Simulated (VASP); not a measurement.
Band structure of SnSe2 (1T layered). All values below come from PW91 GGA, VASP's PBE PAW potentials (set 64) (plane waves; VASP 6.6.1).

Without a dispersion term in the relaxation, distances and binding between the weakly bound layers, chains or molecules are unreliable, and so is what depends on them. Unless said otherwise, spin-orbit coupling is left out, though it shifts the bands of the heavy elements here.

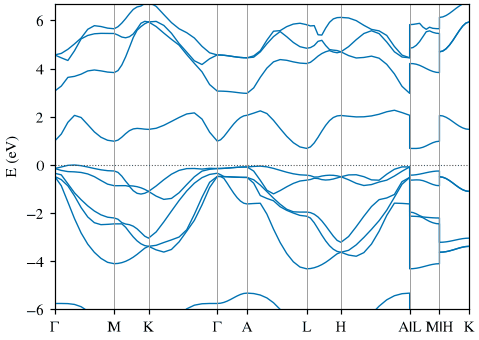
Bands along high-symmetry lines, zero at the valence-band maximum or, without a gap, the Fermi level

### Question
Read the plot: is there a gap, and where are the band edges?

### Answer
The gap is indirect, 0.69 eV, from the valence maximum at Γ-M at 0.33 to the conduction minimum at L-M at 0.22. (Edges off the drawn lines would not show.)

Measured: gap 0.98 eV (computed value off by -0.29 eV), as given by Joseph M. Gonzalez et al., Physical Review B (2016), arXiv:1609.04381.

The compound is SnSe2 in the 1T layered structure. It was relaxed first, which changed the volume by +13 %.
